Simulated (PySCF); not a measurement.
**AlI (charge +1, doublet): density, localisation and related maps**

```xyz
2

Al    0.0000    0.0000   -2.0015
I     0.0000    0.0000    0.4255
```

Core potentials replace the inner electrons of I.

Method: PBE0/cc-pVDZ(-PP), non-relativistic Hamiltonian with scalar-relativistic core potentials where named, at a bond length of 2.427 Å (PySCF).

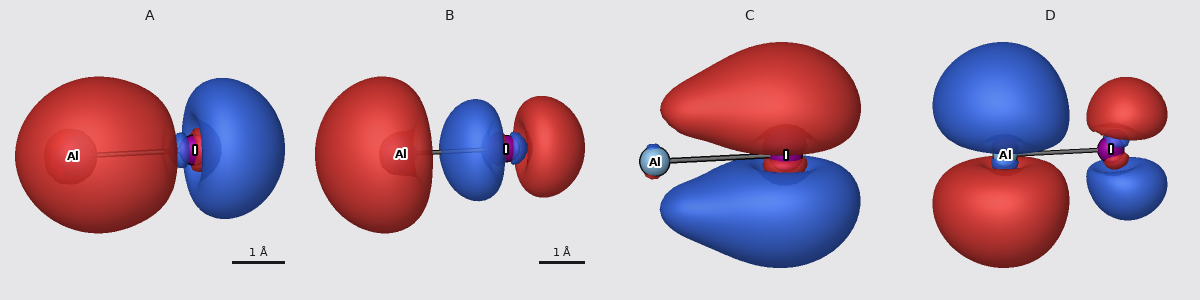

Figure 1. Four frontier β-spin orbitals, each drawn at the value that holds 80 % of its norm (red and blue are the two phases), in no order; of a degenerate pair one member is drawn.

**Label each orbital by symmetry, say whether it is occupied, and order them by energy.**

Orbital A: σ, occupied in this spin, −16.42 eV; shared between the atoms (Al 45 %, I 55 %).
Orbital C: π, occupied in this spin, −13.63 eV; mainly on I (90 %).
Orbital B: σ, empty in this spin, −10.60 eV; mainly on Al (70 %).
Orbital D: π, empty in this spin, −7.23 eV; mainly on Al (80 %).

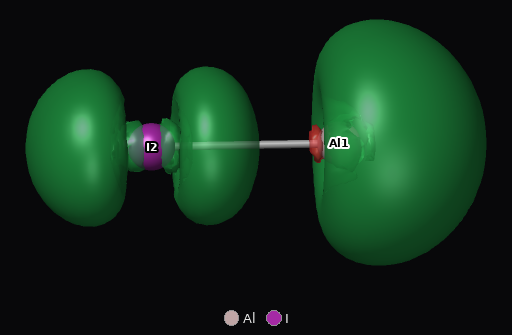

Figure 2. Isosurfaces of the spin density (α minus β) at +0.015 (green) and −0.015 e/Å³ (red), seen from one side.

**Where is the unpaired spin?**

The unpaired spin (1 electron) lies mostly on Al1 (about 0.7) and I2 (about 0.3), in electrons by Hirshfeld's partition.

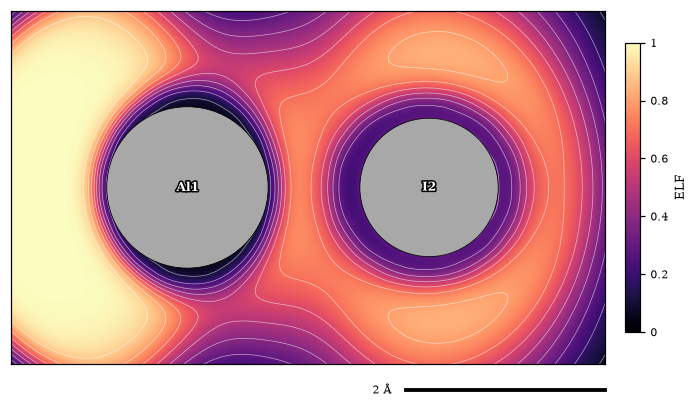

Figure 3. Electron localisation function on a plane that holds the molecular axis. Grey discs cover the atomic cores.

**Read the bonding off the picture.**

Atoms in the plane: Al and I. Al–I (2.43 Å): the ELF peaks at about 0.75 in the valence shell of I, 1.3 Å from its nucleus, and is about 0.70 at the midpoint. The ELF also peaks beside I2 and Al1, away from the bonds: non-bonding electrons, paired or unpaired.
